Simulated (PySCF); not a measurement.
Input

```
{"job": {"kind": "epr"}, "charge": 0, "multiplicity": 3}
Si     1.833204     1.029609    -0.092016
Cl     2.877449    -0.743973     0.131265
B     -0.102523     1.000007    -0.134539
Si    -1.017695    -0.783511     0.027155
H     -0.655597     2.060495    -0.291679
H     -1.308993    -1.306808    -1.348349
H     -2.322953    -0.646786     0.749931
H     -0.188025    -1.803539     0.737954
```

Command:

```sh
OMP_NUM_THREADS=1 python cluster_run.py task.json out
```

Geometry: PBE0-D3(BJ)/def2-SVP.

Level of theory: PySCF, UKS B3LYP, IGLO-III on B Cl Si, pcH-1 on H, non-relativistic, mean-field spin-orbit, GIAO.

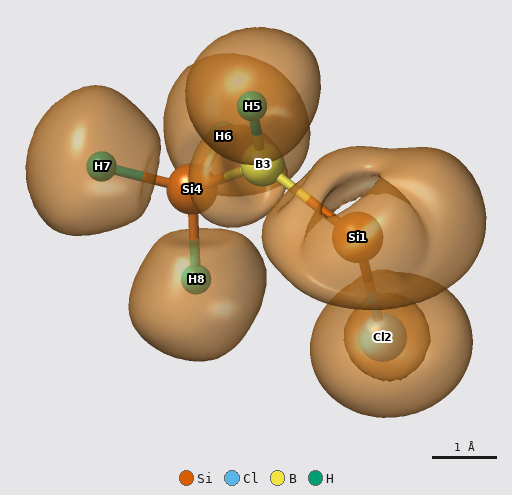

BClH4Si2 (SMILES [SiH3]B[Si]Cl) (triplet). Isosurface of the ELF at 0.75 (orange), seen at an oblique angle. Core shells and regions of very low density are left out.

### Identify the bonds, lone pairs and shells in this picture.

The surface consists of one region between bonded B–Si atoms (shared pairs), four regions around hydrogen nuclei, one region on Cl in which the atom's valence shell and bonds are merged and one region on Si in which the atom's valence shell and bonds are merged. Along the contacts the grid gives the following. Si–B (1.94 Å): the ELF peaks at about 0.95 between the atoms, as expected for localised, covalent bonding. Si–Cl (2.07 Å): the ELF peaks at about 0.85 between the atoms (a polar covalent bond).
